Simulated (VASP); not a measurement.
Consider the following.

```
MgSn3
1.0
    4.64831     0.00000     0.00000
    0.00000     4.64831     0.00000
    0.00000     0.00000     4.64831
Mg Sn
1 3
Direct
  0.00000   0.00000   0.00000
  0.50000   0.50000   0.00000
  0.00000   0.50000   0.50000
  0.50000   0.00000   0.50000
```

All values below come from PBEsol GGA, VASP's PBE PAW potentials (set 64) (plane waves; VASP). Numerical set-up: 400 eV cut-off, 8×8×8 Γ-centred mesh, tetrahedra with Blöchl corrections, potentials Mg Sn_d.

Unless said otherwise, spin-orbit coupling is left out, though it shifts the bands of the heavy elements here.

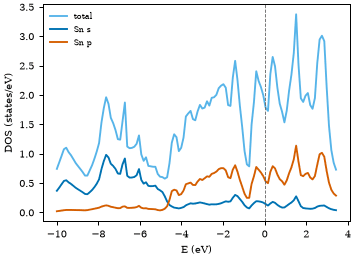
Figure: Total and projected density of states, zero at the Fermi level

Within 2 eV below the Fermi level the largest weight inside VASP's projection spheres is Sn p, then Sn s.

It has no gap at this level: it comes out as a metal or semimetal.

The structure comes from a computed database's MgSn3 entry (Pm-3m); how it stands against other phases isn't given here. It was relaxed first.
